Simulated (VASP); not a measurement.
Band structure of TiAl3 (space group Pm-3m). Computed with r2SCAN meta-GGA, VASP's PBE PAW potentials (set 64) (plane waves; VASP).

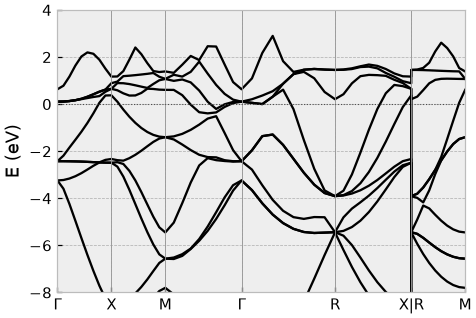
Bands along high-symmetry lines, zero at the valence-band maximum or, without a gap, the Fermi level

Question: Read the plot: is there a gap, and where are the band edges?

Answer: It has no gap at this level: it comes out as a metal or semimetal.

The structure comes from a computed database's TiAl3 entry (Pm-3m); how it stands against other phases isn't given here. It was relaxed first. The electron count is odd and the run is not spin-polarised, which forces a metal.
